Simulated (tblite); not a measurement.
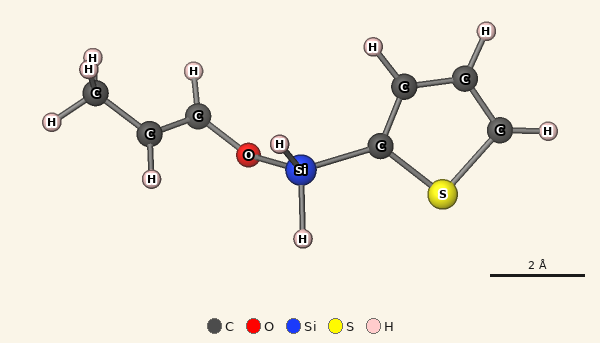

Fig. 1: The starting structure (ball-and-stick view, seen at a tilt).

Geometry relaxation, with input and output: C$_{7}$H$_{10}$OSSi

System: C$_{7}$H$_{10}$OSSi.
Method: GFN2-xTB geometry optimisation, gas phase (tblite 0.8.0).

Output
```
step      E/eV     max force
  0    -791.56484    3.927
  1    -792.06947    1.763
  2    -792.24551    1.258
  3    -792.38207    1.321
  4    -792.45870    0.996
  5    -792.53612    0.651
  6    -792.56999    0.448
  7    -792.58844    0.330
  8    -792.60073    0.297
  9    -792.61057    0.220
 10    -792.61706    0.193
 11    -792.62132    0.158
 12    -792.62523    0.135
 13    -792.62998    0.187
 14    -792.63542    0.199
 15    -792.64052    0.196
 16    -792.64461    0.147
 17    -792.64807    0.137
 18    -792.65126    0.153
 19    -792.65430    0.146
 20    -792.65738    0.137
 21    -792.66072    0.152
 22    -792.66461    0.169
 23    -792.66924    0.163
 24    -792.67431    0.186
 25    -792.67909    0.167
 26    -792.68354    0.164
 27    -792.68802    0.171
 28    -792.69317    0.168
 29    -792.69939    0.207
 30    -792.70537    0.175
 31    -792.71012    0.159
 32    -792.71416    0.182
 33    -792.71879    0.198
 34    -792.72368    0.180
 35    -792.72697    0.191
 36    -792.72910    0.181
 37    -792.73175    0.153
 38    -792.73541    0.106
 39    -792.73892    0.105
 40    -792.74236    0.113
 41    -792.74407    0.081
 42    -792.74515    0.075
 43    -792.74644    0.082
 44    -792.74772    0.076
 45    -792.74875    0.067
 46    -792.74956    0.061
 47    -792.75027    0.060
 48    -792.75102    0.057
 49    -792.75184    0.063
 50    -792.75272    0.073
 51    -792.75366    0.089
 52    -792.75471    0.086
 53    -792.75589    0.085
 54    -792.75719    0.080
 55    -792.75844    0.084
 56    -792.75958    0.094
 57    -792.76077    0.101
 58    -792.76229    0.099
 59    -792.76406    0.102
 60    -792.76584    0.092
 61    -792.76727    0.085
 62    -792.76854    0.081
 63    -792.76979    0.099
 64    -792.77117    0.083
 65    -792.77203    0.056
 66    -792.77252    0.047
 67    -792.77308    0.059
 68    -792.77389    0.082
 69    -792.77487    0.080
 70    -792.77571    0.065
 71    -792.77640    0.055
 72    -792.77720    0.083
 73    -792.77836    0.113
 74    -792.77983    0.119
 75    -792.78133    0.091
 76    -792.78269    0.103
 77    -792.78404    0.095
 78    -792.78534    0.097
 79    -792.78657    0.068
 80    -792.78737    0.053
 81    -792.78795    0.067
 82    -792.78877    0.073
 83    -792.78985    0.071
 84    -792.79082    0.070
 85    -792.79154    0.065
 86    -792.79216    0.062
 87    -792.79286    0.065
 88    -792.79370    0.059
 89    -792.79431    0.049
 90    -792.79482    0.046
 91    -792.79534    0.057
 92    -792.79580    0.043
 93    -792.79607    0.039
 94    -792.79631    0.033
 95    -792.79660    0.049
 96    -792.79693    0.058
 97    -792.79724    0.044
 98    -792.79754    0.047
 99    -792.79795    0.056
100    -792.79854    0.071
101    -792.79918    0.064
102    -792.79966    0.056
103    -792.79993    0.040
104    -792.80016    0.040
105    -792.80050    0.045
106    -792.80156    0.085
107    -792.80275    0.131
108    -792.80447    0.144
109    -792.80610    0.105
110    -792.80743    0.068
111    -792.80820    0.108
112    -792.80882    0.067
113    -792.80919    0.052
114    -792.80947    0.068
115    -792.80983    0.049
116    -792.81020    0.040
117    -792.81090    0.064
118    -792.81135    0.051
119    -792.81167    0.052
120    -792.81213    0.054
121    -792.81275    0.064
122    -792.81358    0.077
123    -792.81439    0.092
124    -792.81520    0.096
125    -792.81594    0.080
126    -792.81673    0.054
127    -792.81716    0.058
128    -792.81762    0.058
129    -792.81821    0.068
130    -792.81870    0.055
131    -792.81919    0.067
132    -792.81986    0.054
133    -792.82072    0.060
134    -792.82118    0.047
135    -792.82166    0.048
136    -792.82197    0.041
137    -792.82225    0.047
138    -792.82252    0.041
139    -792.82285    0.036
140    -792.82331    0.043
141    -792.82368    0.038
142    -792.82411    0.041
143    -792.82441    0.038
144    -792.82460    0.034
145    -792.82473    0.025
146    -792.82483    0.024
147    -792.82491    0.018
148    -792.82498    0.017
149    -792.82506    0.014
150    -792.82511    0.014
151    -792.82516    0.015
152    -792.82523    0.018
153    -792.82534    0.021
154    -792.82548    0.024
155    -792.82561    0.024
156    -792.82572    0.023
157    -792.82583    0.021
158    -792.82595    0.024
159    -792.82608    0.026
160    -792.82621    0.026
161    -792.82633    0.028
162    -792.82646    0.027
163    -792.82663    0.031
164    -792.82688    0.035
165    -792.82720    0.040
166    -792.82754    0.049
167    -792.82784    0.044
168    -792.82810    0.040
169    -792.82835    0.027
170    -792.82845    0.022
171    -792.82856    0.019
172    -792.82864    0.016
173    -792.82868    0.013
174    -792.82871    0.011
175    -792.82874    0.011
176    -792.82875    0.007
```

Trajectory as extended XYZ (Å, eV, eV/Å), 5 of the 177 frames kept, from step=0 to step=176
```
20
Properties=species:S:1:pos:R:3:forces:R:3 step=0 energy=-791.56484
C    -4.0645    0.8552   -0.1953   -2.7210   0.3920  -0.7230
C    -2.9640   -0.0859   -0.3222    0.9350  -0.4920   0.2040
C    -1.8453    0.2966   -0.9313   -0.6190  -0.9000   0.5530
O    -0.8204   -0.5942   -1.0449    1.6970   0.2390   1.4710
Si    0.1689   -1.1455    0.2874   -2.2380  -0.6240  -0.9890
C     1.9292   -0.7161    0.0592    2.0820   0.5750  -0.4330
C     2.5213    0.5080    0.2183   -3.4920   1.1430   0.8860
C     3.8479    0.6187    0.0173    3.6830   1.3090  -0.3830
C     4.5464   -0.4985   -0.3485   -3.0200  -0.5980   0.4280
S     3.2192   -1.7897   -0.3924    1.6590   0.1800  -0.2550
H    -4.2520    1.2591    0.8037    0.3600  -0.1220  -0.0400
H    -4.0042    1.7061   -0.9134    0.2280  -0.5500   0.6010
H    -5.0272    0.3237   -0.4662    0.7560   0.4660   0.2630
H    -3.0304   -1.1067    0.1026   -0.0530   0.8660  -0.2620
H    -1.8375    1.3172   -1.3240    0.8090  -0.5070  -0.1940
H    -0.3560   -0.7112    1.6091    0.1530   0.1940  -0.4650
H     0.0982   -2.6294    0.3147   -0.1080   0.3750  -0.2480
H     1.8953    1.3745    0.5209    0.5320  -0.5890  -0.2410
H     4.3758    1.5935    0.1356   -0.4470  -0.8000  -0.0920
H     5.5939   -0.5649   -0.5433   -0.1980  -0.5570  -0.0820
20
Properties=species:S:1:pos:R:3:forces:R:3 step=44 energy=-792.74772
C    -4.1761    0.7304   -0.2766    0.0150  -0.0070   0.0080
C    -2.8316    0.1084   -0.1016    0.0510   0.0140   0.0210
C    -1.7758    0.4274   -0.8312   -0.0250   0.0250  -0.0140
O    -0.5258   -0.0512   -0.6845   -0.0470   0.0080   0.0160
Si    0.1583   -1.1661    0.2768    0.0180   0.0170   0.0230
C     1.9493   -0.6565    0.1210    0.0140   0.0470  -0.0060
C     2.4849    0.5940    0.2264    0.0130   0.0200  -0.0110
C     3.8733    0.6441   -0.0182    0.0300  -0.0150   0.0040
C     4.3890   -0.5803   -0.3014    0.0100   0.0260   0.0010
S     3.1838   -1.8076   -0.2676    0.0420   0.0460   0.0010
H    -4.5575    1.0636    0.6871   -0.0160   0.0290  -0.0110
H    -4.1182    1.5805   -0.9505   -0.0330  -0.0010  -0.0170
H    -4.8855    0.0101   -0.6811   -0.0190  -0.0350  -0.0070
H    -2.7275   -0.6242    0.6850   -0.0110  -0.0310  -0.0040
H    -1.8339    1.1487   -1.6386   -0.0110   0.0370   0.0150
H    -0.3033   -1.0835    1.6699    0.0560  -0.0180  -0.0480
H    -0.0630   -2.5043   -0.2656   -0.0270  -0.0350   0.0170
H     1.8943    1.4614    0.4678    0.0030  -0.0370  -0.0240
H     4.4562    1.5501    0.0106   -0.0220  -0.0640   0.0030
H     5.4039   -0.8344   -0.5402   -0.0390  -0.0260   0.0320
20
Properties=species:S:1:pos:R:3:forces:R:3 step=88 energy=-792.79370
C    -4.2937    0.5441   -0.2985    0.0140   0.0080   0.0320
C    -2.8902    0.0978   -0.0539    0.0520   0.0080  -0.0120
C    -1.8426    0.6650   -0.6282    0.0030   0.0360  -0.0160
O    -0.5478    0.3330   -0.4551   -0.0090   0.0270   0.0050
Si    0.1687   -0.9806    0.1727   -0.0290   0.0060   0.0510
C     1.9771   -0.5481    0.0257   -0.0060  -0.0120  -0.0370
C     2.6170    0.6552    0.0248   -0.0060   0.0070   0.0030
C     4.0214    0.5537   -0.0607    0.0230   0.0170  -0.0060
C     4.4440   -0.7345   -0.1221   -0.0050  -0.0020   0.0300
S     3.1278   -1.8384   -0.0733    0.0120  -0.0540   0.0190
H    -4.6889    1.0564    0.5785   -0.0010   0.0010   0.0220
H    -4.3354    1.2245   -1.1452   -0.0180   0.0050   0.0190
H    -4.9382   -0.3094   -0.4955    0.0030  -0.0350  -0.0300
H    -2.7366   -0.7168    0.6387   -0.0310  -0.0110  -0.0130
H    -1.9565    1.4954   -1.3160    0.0150   0.0080  -0.0160
H    -0.1795   -1.2025    1.5830   -0.0010  -0.0040  -0.0110
H    -0.1737   -2.1666   -0.6119    0.0120  -0.0390  -0.0060
H     2.0904    1.5901    0.0845   -0.0220   0.0200  -0.0140
H     4.6842    1.4004   -0.0766    0.0080   0.0140   0.0000
H     5.4473   -1.1080   -0.1837   -0.0140   0.0000  -0.0170
20
Properties=species:S:1:pos:R:3:forces:R:3 step=132 energy=-792.81986
C    -4.2863    0.4508   -0.2585   -0.0260  -0.0090  -0.0090
C    -2.8512    0.0756   -0.1091   -0.0130   0.0010  -0.0140
C    -1.8374    0.8198   -0.5168   -0.0230  -0.0070   0.0240
O    -0.5325    0.5002   -0.4007    0.0060   0.0110  -0.0030
Si    0.1415   -0.8782    0.1349   -0.0360   0.0030   0.0150
C     1.9607   -0.5111    0.0126    0.0000  -0.0120   0.0320
C     2.6445    0.6382   -0.2463    0.0270   0.0080  -0.0090
C     4.0464    0.4909   -0.1866    0.0300  -0.0200  -0.0150
C     4.4176   -0.7789    0.1177    0.0250  -0.0020   0.0160
S     3.0593   -1.8072    0.3442    0.0060  -0.0190  -0.0070
H    -4.7593    0.5287    0.7204   -0.0040   0.0170  -0.0150
H    -4.3906    1.3991   -0.7796    0.0030  -0.0070   0.0230
H    -4.8161   -0.3199   -0.8186   -0.0020   0.0260   0.0040
H    -2.6471   -0.8733    0.3645   -0.0070  -0.0110  -0.0120
H    -1.9846    1.7842   -0.9885    0.0210  -0.0030  -0.0130
H    -0.2382   -1.1653    1.5237    0.0310  -0.0080   0.0100
H    -0.2331   -2.0140   -0.7113    0.0100  -0.0260  -0.0170
H     2.1502    1.5624   -0.4798   -0.0300   0.0450  -0.0010
H     4.7454    1.2902   -0.3603   -0.0160  -0.0010  -0.0130
H     5.4056   -1.1815    0.2253   -0.0010   0.0140   0.0040
20
Properties=species:S:1:pos:R:3:forces:R:3 step=176 energy=-792.82875
C    -4.2844    0.5061   -0.2961    0.0040   0.0020   0.0050
C    -2.8714    0.0511   -0.1476   -0.0010  -0.0040   0.0040
C    -1.8193    0.8062   -0.4144    0.0010   0.0030  -0.0030
O    -0.5275    0.4426   -0.2927   -0.0030   0.0010   0.0010
Si    0.1538   -0.9485    0.1956   -0.0030   0.0020   0.0050
C     1.9664   -0.5384    0.0665    0.0000   0.0010   0.0010
C     2.6089    0.5938   -0.3374    0.0010   0.0030  -0.0010
C     4.0159    0.4989   -0.2840   -0.0010   0.0050  -0.0010
C     4.4341   -0.7124    0.1633    0.0000  -0.0030  -0.0020
S     3.1135   -1.7530    0.5237    0.0010   0.0000   0.0010
H    -4.8027    0.4433    0.6601   -0.0040  -0.0010   0.0010
H    -4.3262    1.5323   -0.6508    0.0020   0.0020  -0.0040
H    -4.8156   -0.1321   -1.0013    0.0000  -0.0030  -0.0030
H    -2.7187   -0.9594    0.2031   -0.0010  -0.0020  -0.0010
H    -1.9204    1.8257   -0.7685   -0.0010   0.0040  -0.0010
H    -0.2115   -1.2815    1.5769    0.0000   0.0000  -0.0020
H    -0.1986   -2.0669   -0.6854    0.0000  -0.0050  -0.0020
H     2.0800    1.4712   -0.6639   -0.0020  -0.0030   0.0020
H     4.6820    1.2955   -0.5652    0.0030  -0.0020   0.0010
H     5.4367   -1.0639    0.3055    0.0040   0.0000  -0.0010
```

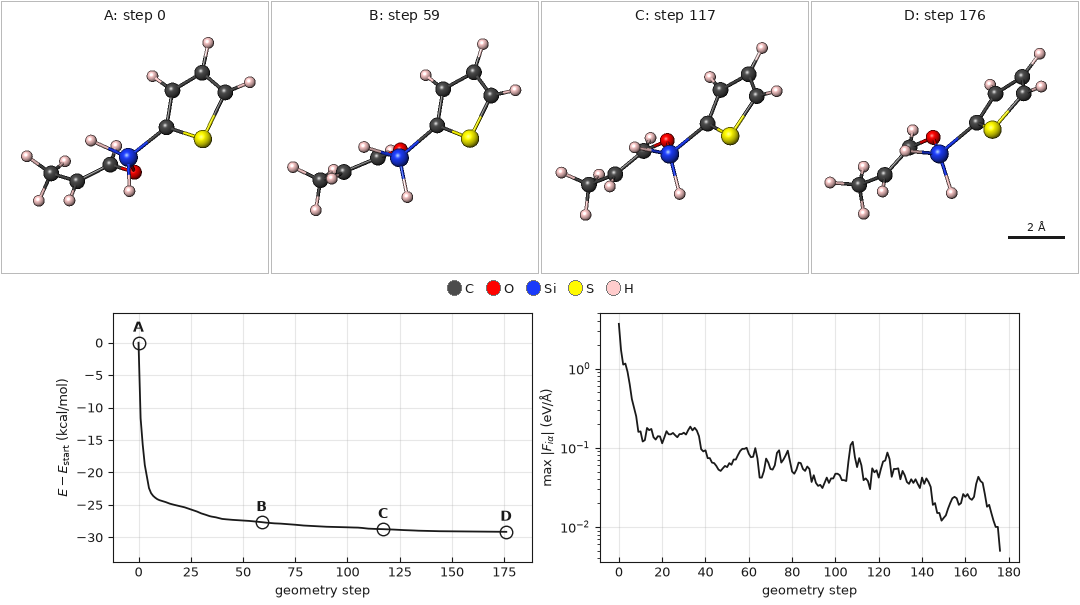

Fig. 2: Frames of the relaxation (ball-and-stick view, seen at a tilt) above the curves, on which the letters mark them (steps are counted from 0).

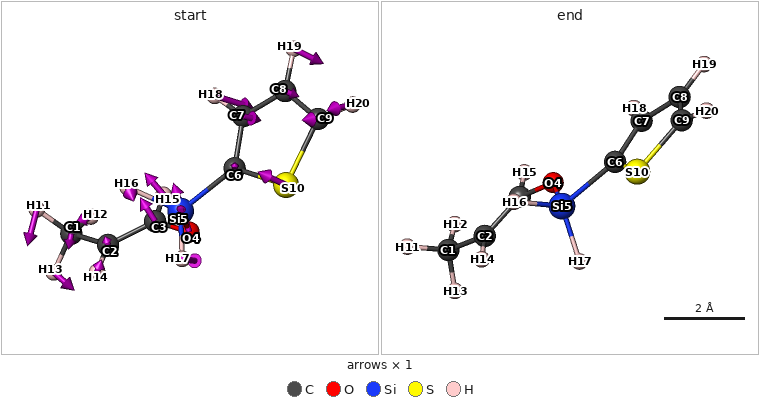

Fig. 3: Before (left) and after (right) the relaxation, at one scale (ball-and-stick view, seen at a tilt). The pink arrows give the displacements, at true length. The largest move after the best rigid fit is that of O4, 1.31 Å. By element the largest moves are O 1.31 Å, H 1.24 Å, S 0.93 Å, C 0.73 Å, Si 0.22 Å. Among the contacts that change: C9–S10 1.852 → 1.720 Å, O4–Si5 1.749 → 1.624 Å, C7–C8 1.346 → 1.411 Å, C1–H13 1.133 → 1.089 Å. Among the angles that change: O4–C3–H15 125.1° → 111.9°, S10–C9–H20 131.0° → 119.5°, O4–Si5–C6 112.1° → 101.5°. After 176 geometry steps the energy has fallen by 29.1 kcal/mol. The largest force component goes from 3.7 to 0.005 eV/Å. (Atoms are counted from 1 in the order of the input.)

This output came from the following input.

Input file
```
{"job": {"kind": "relax", "xc": "GFN2-xTB", "basis": "xTB"}, "charge": 0, "multiplicity": 1}
C     -4.064500     0.855200    -0.195300
C     -2.964000    -0.085900    -0.322200
C     -1.845300     0.296600    -0.931300
O     -0.820400    -0.594200    -1.044900
Si     0.168900    -1.145500     0.287400
C      1.929200    -0.716100     0.059200
C      2.521300     0.508000     0.218300
C      3.847900     0.618700     0.017300
C      4.546400    -0.498500    -0.348500
S      3.219200    -1.789700    -0.392400
H     -4.252000     1.259100     0.803700
H     -4.004200     1.706100    -0.913400
H     -5.027200     0.323700    -0.466200
H     -3.030400    -1.106700     0.102600
H     -1.837500     1.317200    -1.324000
H     -0.356000    -0.711200     1.609100
H      0.098200    -2.629400     0.314700
H      1.895300     1.374500     0.520900
H      4.375800     1.593500     0.135600
H      5.593900    -0.564900    -0.543300
```

The first line tells a small driver script what to run in tblite; the rest is the geometry in Å.

Launch command:
```bash
OMP_NUM_THREADS=1 python <driver script> task.json out
```

Results in brief

| quantity | value |
| --- | --- |
| outcome | converged |
| total energy | −792.8287 eV |
| hardware | 1 CPU thread, shared host |
| wall time | 7.2 s |
| peak memory | 0.18 GiB |
